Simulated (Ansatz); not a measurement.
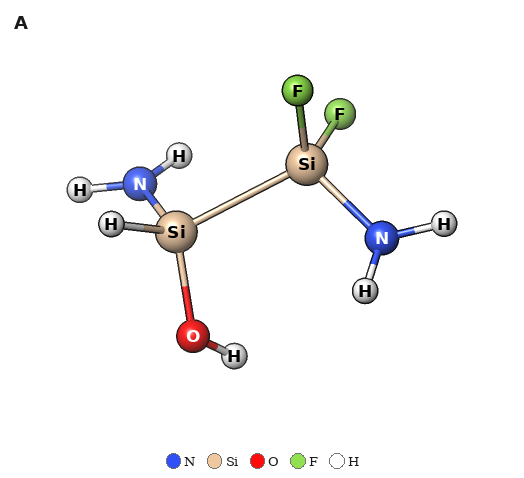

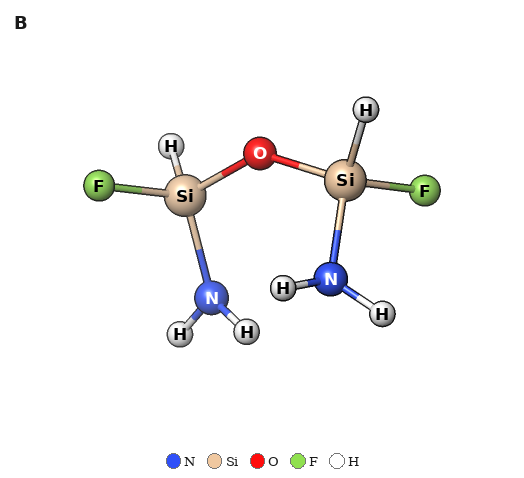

2 stationary structures of one formula. Geometries: PBE0-D4/def2-TZVP. Electronic energies: CCSD(T)/CBS (MP2 limit from def2-TZVPP and def2-QZVPP plus CCSD(T) − MP2) (Ansatz 0.2.0), without zero-point energy. No frequency run is at hand to confirm each as a minimum. Each is one conformer, not always the lowest.

**How are they related?**

They are constitutional isomers of F2H6N2OSi2: A `N[Si@@H](O)[Si](N)(F)F`, B `N[Si@@H](F)O[Si@@H](N)F`.

**Rank them by energy, lowest first.**

B is lowest; A lies 1.677 eV above it.

Give E(B) − E(A) in eV at these levels too: ωB97X-V/def2-TZVPP; r2SCAN-D4/def2-TZVPP; CCSD(T)/CBS (MP2 limit from def2-TZVPP and def2-QZVPP plus CCSD(T) − MP2); ωB97M-V/def2-TZVPP; PBE0-D4/def2-TZVPP; PBE0-D4/def2-TZVP; PBE-D4/def2-TZVPP; B3LYP-D4/def2-TZVPP.

```tsv
level	E(B) − E(A) (eV)
ωB97X-V/def2-TZVPP	−1.604
r2SCAN-D4/def2-TZVPP	−1.614
CCSD(T)/CBS (MP2 limit from def2-TZVPP and def2-QZVPP plus CCSD(T) − MP2)	−1.677
ωB97M-V/def2-TZVPP	−1.675
PBE0-D4/def2-TZVPP	−1.477
PBE0-D4/def2-TZVP	−1.517
PBE-D4/def2-TZVPP	−1.336
B3LYP-D4/def2-TZVPP	−1.610
```
